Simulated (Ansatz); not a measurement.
A series of calculations on BHBrClF2

### Relaxation

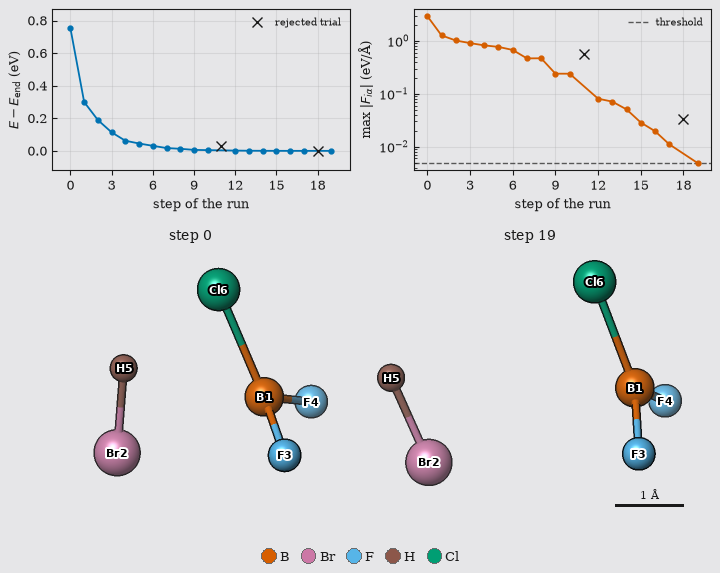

First and last geometry of a relaxation of BHBrClF2 (started from a transition state, displaced along its imaginary mode), with the history of the run. A ball-and-stick model, seen from a free direction.

Theory: RKS PBE0-D4/def2-TZVP in Ansatz 0.2.0.

The input:
```yaml
crystal:
  periodic: [false, false, false]
  atoms:
    - {symbol: B, position_ang: [-0.021124, -0.652620, 0.136037]}
    - {symbol: Br, position_ang: [-0.817199, 1.423759, -0.868636]}
    - {symbol: F, position_ang: [-1.050430, -0.972897, 0.927101]}
    - {symbol: F, position_ang: [0.192271, -1.404292, -0.948984]}
    - {symbol: H, position_ang: [0.307704, 1.443252, -0.127838]}
    - {symbol: Cl, position_ang: [1.388679, 0.162898, 0.882320]}
basis:
  gaussian: {orbitals: def2-TZVP}
hamiltonian: {xc: pbe0, dispersion: d4}
relax: {f_tol: 0.005, max_steps: 200}
```

Launched with:
```bash
ansatz run in.yaml --threads 4 --pin off --events-out ev --progress --plain --max-ram 9574MiB
```

Read the history and describe the run.

Answer. It converged. Over 17 accepted moves (19 points after the start) the energy falls by 0.752 eV. The largest force component goes from 2.9 to 0.0049 eV/Å. The line search rejected the trial steps at points 11, 18 of the run. The largest move after the best rigid fit is that of H5, 1.10 Å. Largest moves by element: H 1.10 Å, Cl 0.58 Å, B 0.51 Å, Br 0.45 Å, F 0.23 Å. Among the contacts that change: H5–Cl6 1.957 → 3.510 Å, B1–Br2 2.440 → 3.393 Å, Br2–Cl6 3.086 → 3.916 Å, Br2–H5 1.347 → 1.421 Å. Bond angles that change, for instance: F3–B1–Cl6 117.9° → 120.3°. The run took 2.2 min on 4 threads of Intel Xeon @ 2.50GHz, on a shared host.

| step | E − E(0), eV | largest force component, eV/Å | note |
| --- | --- | --- | --- |
| 0 | 0.0000 | 2.9479 |  |
| 1 | -0.4525 | 1.2720 |  |
| 2 | -0.5631 | 1.0191 |  |
| 3 | -0.6386 | 0.9093 |  |
| 4 | -0.6901 | 0.8247 |  |
| 5 | -0.7071 | 0.7707 |  |
| 6 | -0.7214 | 0.6757 |  |
| 7 | -0.7350 | 0.4674 |  |
| 8 | -0.7395 | 0.4700 |  |
| 9 | -0.7463 | 0.2404 |  |
| 10 | -0.7478 | 0.2400 |  |
| 11 | -0.7249 | 0.5658 | rejected |
| 12 | -0.7506 | 0.0809 |  |
| 13 | -0.7515 | 0.0712 |  |
| 14 | -0.7519 | 0.0507 |  |
| 15 | -0.7522 | 0.0287 |  |
| 16 | -0.7523 | 0.0197 |  |
| 17 | -0.7523 | 0.0111 |  |
| 18 | -0.7521 | 0.0341 | rejected |
| 19 | -0.7523 | 0.0049 |  |

### Relaxation

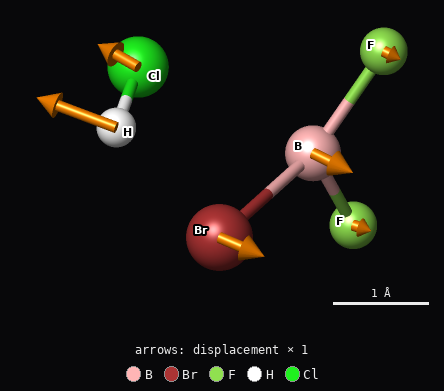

A relaxation of BHBrClF2 (started from a transition state, displaced along its imaginary mode). The starting structure is drawn; orange arrows show the displacements, at their true length. The two geometries are superimposed by the best rigid fit.

A ball-and-stick model, seen from a free direction.

Theory: Ansatz 0.2.0, RKS PBE0-D4/def2-TZVP.

The input:
```yaml
crystal:
  periodic: [false, false, false]
  atoms:
    - {symbol: B, position_ang: [-0.355616, -0.505889, -0.119224]}
    - {symbol: Br, position_ang: [-0.970264, 1.174628, -0.912691]}
    - {symbol: F, position_ang: [-1.027421, -0.978175, 0.945537]}
    - {symbol: F, position_ang: [0.217033, -1.410051, -0.933250]}
    - {symbol: H, position_ang: [0.754151, 1.236024, 0.215297]}
    - {symbol: Cl, position_ang: [1.382017, 0.483563, 0.804332]}
basis:
  gaussian: {orbitals: def2-TZVP}
hamiltonian: {xc: pbe0, dispersion: d4}
relax: {f_tol: 0.005, max_steps: 200}
```

Command:
```bash
ansatz run in.yaml --threads 4 --pin off --events-out ev --progress --plain --max-ram 9574MiB
```

> Atoms of which element are displaced furthest, and by how much?

Hydrogen: up to 0.92 Å, against 0.54 Å for chlorine.

> What happened in the run?

The atom that moves furthest after the best rigid fit is H5 (0.92 Å). By element the largest moves are H 0.92 Å, Cl 0.54 Å, Br 0.54 Å, B 0.50 Å, F 0.21 Å. Among the contacts that change: Br2–H5 2.061 → 3.378 Å, B1–Cl6 2.203 → 3.247 Å, Br2–Cl6 2.993 → 3.876 Å, H5–Cl6 1.143 → 1.280 Å. Bond angles that change, for instance: F3–B1–F4 117.1° → 119.8°, Br2–B1–F3 117.8° → 120.0°. After 26 accepted moves (30 points after the start) the energy has fallen by 1.157 eV. The largest force component goes from 5.2 to 0.0039 eV/Å. The line search rejected the trial steps at points 5, 12, 18, 25 of the run. The forces were under the threshold at step 20, but the run went on from there.

### Reaction

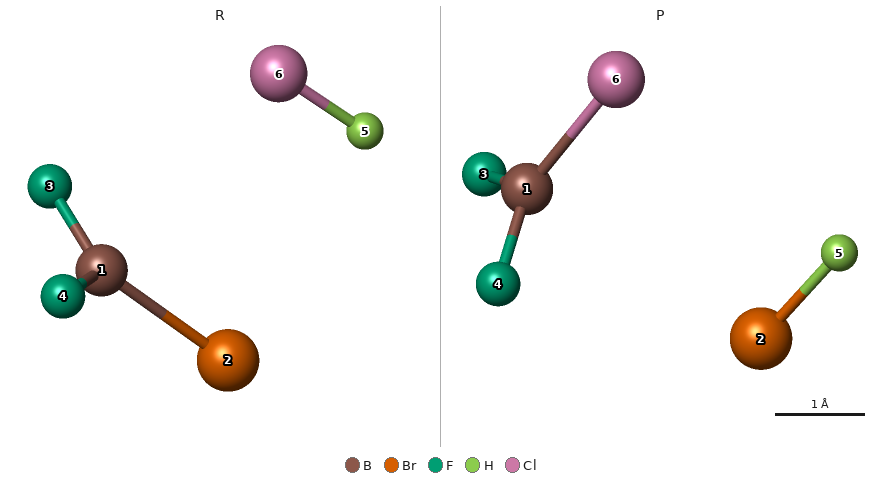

Reactant (R) and product (P) of one elementary step of BHBrClF$_{2}$. A ball-and-stick model, seen at a tilt.

Stationary points at PBE0-D4/def2-TZVP, single-point energies with CCSD(T)/CBS, BLYP-D4, CCSD(T), B97M-V (def2-TZVPP where no basis is named; Ansatz 0.2.0). The energies are electronic, without zero-point or thermal terms, and both ends are the minima reached downhill from the saddle, with any fragments still in contact. CCSD(T)/CBS stands for a frozen-core estimate: MP2 correlation extrapolated from def2-TZVPP and def2-QZVPP, CCSD(T) minus MP2 from the smaller set.

R:
```xyz
6

B    -0.7430   -0.7460   -0.3223
Br   -1.3889    0.8639   -1.1255
F    -1.1590   -1.0972    0.8666
F     0.0656   -1.5304   -0.9862
H     1.4016    1.8034    0.5298
Cl    1.8236    0.7064    1.0375
```

P:
```xyz
6

B     0.0945   -1.1074    0.3172
Br   -0.9265    1.8322   -1.0349
F    -1.0410   -1.1886    0.9649
F     0.1857   -1.6144   -0.8871
H     0.1920    2.4792   -0.4427
Cl    1.4952   -0.4010    1.0826
```

Predict the saddle point between them and the barrier.

Answer. Counted by bonded pieces, R holds BBrF₂ + HCl and P holds BClF₂ + HBr. From R over the saddle to P, bonds form: B1–Cl6 (3.25 → 2.00 → 1.75 Å), Br2–H5 (3.38 → 1.70 → 1.42 Å). Bonds break: B1–Br2 (1.91 → 2.20 → 3.39 Å), H5–Cl6 (1.28 → 1.55 → 3.51 Å). The saddle has one imaginary mode, 711i cm⁻¹. With CCSD(T)/CBS the barrier is 97.7 kJ/mol from R and 108.0 kJ/mol from P, and P lies 10.3 kJ/mol below R.

```tsv
level	barrier from R (kJ/mol)	barrier from P (kJ/mol)	P less R (kJ/mol)
CCSD(T)/CBS	97.7	108.0	−10.3
BLYP-D4	79.1	91.3	−12.3
CCSD(T)	102.4	113.7	−11.3
B97M-V	93.3	108.0	−14.6
```

Against CCSD(T)/CBS, B97M-V comes closest on the barrier from R (−4.4 kJ/mol) and BLYP-D4 misses most (−18.6 kJ/mol).

Saddle geometry:

```xyz
6

B    -0.1884   -0.5793    0.0084
Br   -0.8937    1.2992   -0.8907
F    -1.0389   -0.9755    0.9363
F     0.2047   -1.4072   -0.9411
H     0.5309    1.3396    0.0437
Cl    1.3853    0.3232    0.8433
```

The saddle point in the same view, with dashed sticks for the bonds that form or break:

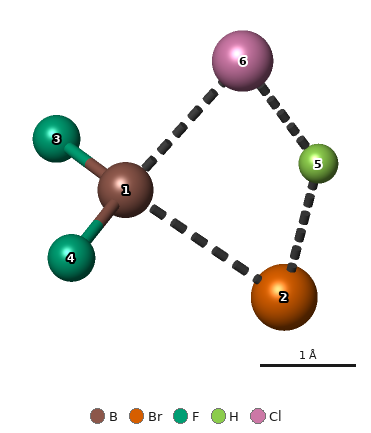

Limits of the set-up: the start holds two separate molecules, 3.2 Å apart at their closest, whose relative position is a soft coordinate.

### Path

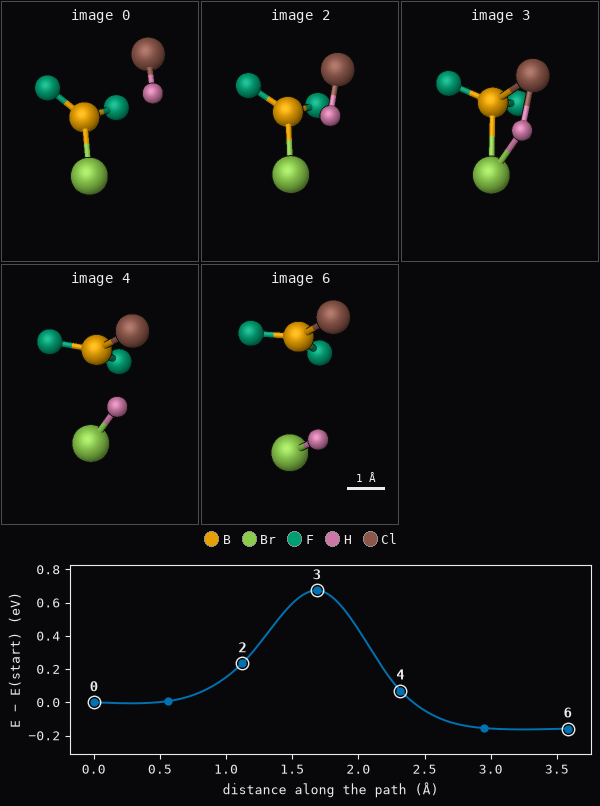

A search for the minimum-energy path of BHBrClF$_{2}$, made up at the start of BBrF$_{2}$ and HCl by the nudged elastic band. Images are numbered from 0 (start) to 6 (end). Style: ball-and-stick. Shown from a free direction.

Level of theory: RKS PBE0-D4/def2-SVP (Ansatz). Run with 5 movable images; climbing image.

> Describe the mechanism and the energy profile.

The highest point, image 3, lies 0.67 eV above the start and 0.83 eV above the end; the end is at −0.16 eV relative to the start. Breaking: B–Br (1.91 → 3.39 Å), Cl–H (1.28 → 3.51 Å). Forming: B–Cl (3.25 → 1.75 Å), Br–H (3.38 → 1.42 Å). The band converged in 32 iterations. The largest component of the band force went from 2.9 to 0.012 eV/Å. The climbing image converged on the top of the path. Its curvatures weren't checked. The largest force component is 0.21 eV/Å at the start and 0.08 eV/Å at the end; an end with forces this large is no minimum, and the barrier measured from it can be far off.

Limits of the set-up: the start holds two separate molecules, 3.2 Å apart at their closest, whose relative position is a soft coordinate.
